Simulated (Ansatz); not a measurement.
# Ge₂H₃F₃: a short trajectory

What does Ge₂H₃F₃ do in its first 40 fs with a Nosé-Hoover thermostat, with the temperature set to 300 K?

Computed with Ansatz 0.2.0, Gaussian basis. Level: PBE/def2-SVP with D3(BJ) dispersion.

## 1. The geometry

The structure was relaxed beforehand with PBE0-D4 in a triple-zeta def2 set.

SMILES `[F][Ge]([F])([F])[GeH3]`, 8 atoms, charge 0, spin multiplicity 1.

Atoms are counted from 1 here; the program's logs count them from 0.

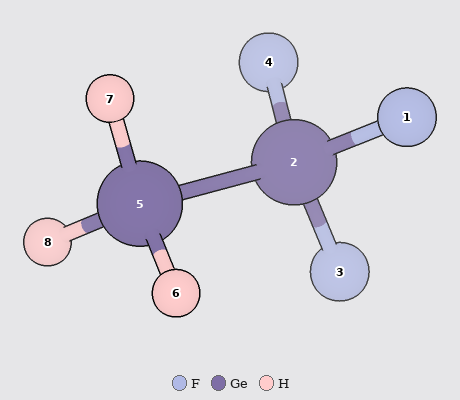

The structure; fluorine light blue, germanium purple, hydrogen pink; atoms are numbered from 1 in the order of the file.

Geometry (Å):

```csv
atom,x (Å),y (Å),z (Å)
F1,1.3964,-1.0347,1.6621
Ge2,0.5796,-0.9561,0.1510
F3,-0.4011,-2.3679,0.1092
F4,1.8035,-1.2379,-1.0235
Ge5,-0.6504,1.0990,-0.1911
H6,-1.6881,1.1924,0.9279
H7,0.3607,2.2438,-0.1236
H8,-1.3085,1.0042,-1.5679
```

## 2. The run

in.yaml reads:

```yaml
crystal:
  periodic: [false, false, false]
  atoms:
    - {symbol: F, position_ang: [1.396374, -1.034652, 1.662118]}
    - {symbol: Ge, position_ang: [0.579629, -0.956114, 0.150998]}
    - {symbol: F, position_ang: [-0.401068, -2.367925, 0.109184]}
    - {symbol: F, position_ang: [1.803506, -1.237907, -1.023505]}
    - {symbol: Ge, position_ang: [-0.650424, 1.098952, -0.191053]}
    - {symbol: H, position_ang: [-1.688112, 1.192426, 0.927916]}
    - {symbol: H, position_ang: [0.360698, 2.243797, -0.123602]}
    - {symbol: H, position_ang: [-1.308504, 1.004223, -1.567855]}
basis:
  gaussian: {orbitals: def2-SVP}
hamiltonian: {xc: {name: PBE}, dispersion: d3bj}
md: {timestep: 2 fs, n_steps: 20, ensemble: nvt_nose_hoover, temperature: 300, initial_velocities: maxwell_boltzmann, seed: 512}
```

Launch:

```sh
$ ansatz run in.yaml --threads 4 --pin off --events-out ev --progress --plain --max-ram 10444MiB
```

What it wrote, shortened:

```text
Functional definition: PBE
  name "PBE"
  cite "Perdew, Burke & Ernzerhof, Phys. Rev. Lett. 77, 3865 (1996) doi:10.1103/PhysRevLett.77.3865"
  parent pbe
[...]
1320 factors; their error is unknown
[...]
mean field -121193.50687891 eV, -4453.7792298906 hartree, gradient 4.2e-5 eV, S^2 0.000000; 0 other end points of the search recorded, 0 dependent functions left out
[...]
reference -121193.50691488 eV, -4453.7792312125 hartree; 47, 47 occupied and 74, 74 virtual orbitals, 1320 factors
md step     0: t =     0.00 fs  T =   300.0 K  F+E_penalty+E_count = -121193.64991694 eV  E_kin = 0.232668 eV  conserved = -121193.41724894 eV  (25 SCF iters)
[...]
md step     5: t =    10.00 fs  T =   194.5 K  F+E_penalty+E_count = -121193.56573628 eV  E_kin = 0.150827 eV  conserved = -121193.41520539 eV  (25 SCF iters, 3 dispersion substeps)
[...]
md step    10: t =    20.00 fs  T =   212.9 K  F+E_penalty+E_count = -121193.57337338 eV  E_kin = 0.165137 eV  conserved = -121193.40997483 eV  (27 SCF iters, 3 dispersion substeps)
[...]
md step    15: t =    30.00 fs  T =   135.6 K  F+E_penalty+E_count = -121193.51447814 eV  E_kin = 0.105157 eV  conserved = -121193.41308337 eV  (28 SCF iters, 3 dispersion substeps)
[...]
md step    19: t =    38.00 fs  T =   173.0 K  F+E_penalty+E_count = -121193.54110110 eV  E_kin = 0.134140 eV  conserved = -121193.41272610 eV  (26 SCF iters, 3 dispersion substeps)
[...]
md step    20: t =    40.00 fs  T =   221.0 K  F+E_penalty+E_count = -121193.58185151 eV  E_kin = 0.171387 eV  conserved = -121193.41712060 eV  (27 SCF iters, 3 dispersion substeps)
Total energy: -121193.58188705 eV, -4453.7819863887 hartree
Atom 0 at     1.528419    -1.049444     1.681853 Å, force    -0.418679    -0.175493    -0.257165 eV/Å
Atom 1 at     0.611330    -0.959673     0.179741 Å, force     1.119866     0.877220    -0.390480 eV/Å
Atom 2 at    -0.547499    -2.226864     0.012620 Å, force    -0.277588    -0.742280     0.167008 eV/Å
Atom 3 at     1.875891    -1.313130    -1.020289 Å, force    -0.641084     0.141446     0.482585 eV/Å
Atom 4 at    -0.695631     1.092135    -0.199523 Å, force     0.280383    -0.417393     0.260726 eV/Å
Atom 5 at    -1.826470     1.081614     0.868179 Å, force     0.142409     0.072881    -0.174128 eV/Å
Atom 6 at     0.280745     2.276091    -0.074026 Å, force    -0.088693     0.120445    -0.009204 eV/Å
Atom 7 at    -1.210168     0.868318    -1.630977 Å, force    -0.116615     0.123175    -0.079342 eV/Å
Dipole moment:    -0.449964     0.659868    -0.059218 e Å
```

Wall time 24 s (4 threads of Arm Neoverse V2, shared host).

## 3. Frames and traces

Step by step, with energies from the first frame:

```csv
time (fs),T (K),potential (meV),conserved (meV),Ge5–H8 (Å)
0.0,300,0.0,0.00,1.529
2.0,275,21.8,2.14,1.579
4.0,208,79.1,7.32,1.609
6.0,184,97.5,7.33,1.604
8.0,204,76.9,2.47,1.566
10.0,194,84.2,2.04,1.516
12.0,161,117.1,9.04,1.485
14.0,196,86.6,5.59,1.497
16.0,254,36.3,-0.08,1.543
18.0,246,46.8,3.39,1.589
20.0,213,76.5,7.27,1.610
22.0,220,69.6,5.39,1.594
24.0,234,54.1,0.51,1.550
26.0,186,94.6,3.20,1.502
28.0,125,148.7,9.60,1.482
30.0,136,135.4,4.17,1.507
32.0,151,121.4,1.61,1.556
34.0,124,147.5,6.13,1.597
36.0,119,154.0,8.35,1.609
38.0,173,108.8,4.52,1.585
40.0,221,68.1,0.13,1.537
```

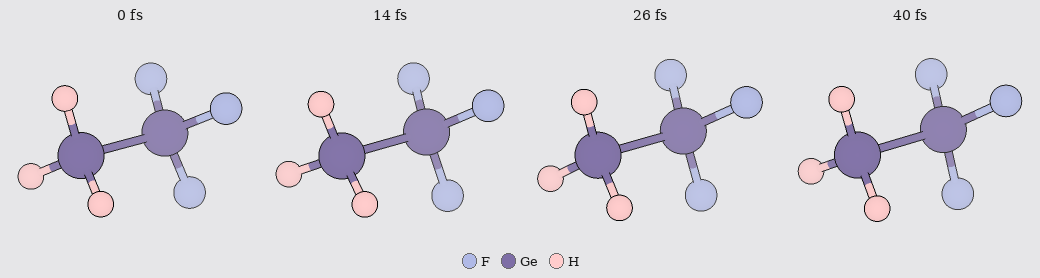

Four frames; sticks are those of the first frame.

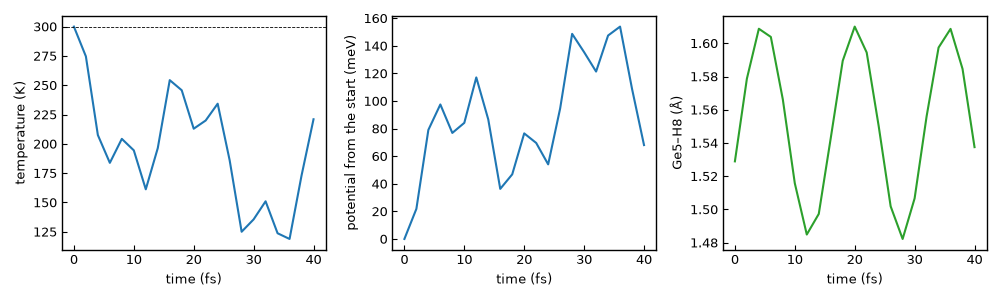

Temperature (the set value dashed), potential energy and the bond that swings most.

Positions (Å) and forces (eV/Å) at 40.0 fs:

```xyz
8

F     1.528   -1.049    1.682   -0.419   -0.175   -0.257
Ge    0.611   -0.960    0.180    1.120    0.877   -0.390
F    -0.547   -2.227    0.013   -0.278   -0.742    0.167
F     1.876   -1.313   -1.020   -0.641    0.141    0.483
Ge   -0.696    1.092   -0.200    0.280   -0.417    0.261
H    -1.826    1.082    0.868    0.142    0.073   -0.174
H     0.281    2.276   -0.074   -0.089    0.120   -0.009
H    -1.210    0.868   -1.631   -0.117    0.123   -0.079
```

## 4. Results

```
                              quantity                          value
                                length             20 steps of 2.0 fs
     temperature, first and last frame                     300, 221 K
              temperature, second half  mean 173 K, from 119 to 234 K
                swing of the potential                        154 meV
largest change of the conserved energy                       9.60 meV
                       range of Ge5–H8               1.482 to 1.610 Å
```

**Reading.** From 300 K at the start the temperature swings between 119 and 300 K: with 8 atoms it has no steady value yet; starting near a minimum, about half of the kinetic energy flows into the potential. The conserved energy moves by 9.60 meV, 6.2 % of the potential's swing. Ge5–H8 swings most, by 0.13 Å; no bond breaks. A run of 40 fs gives no averages.
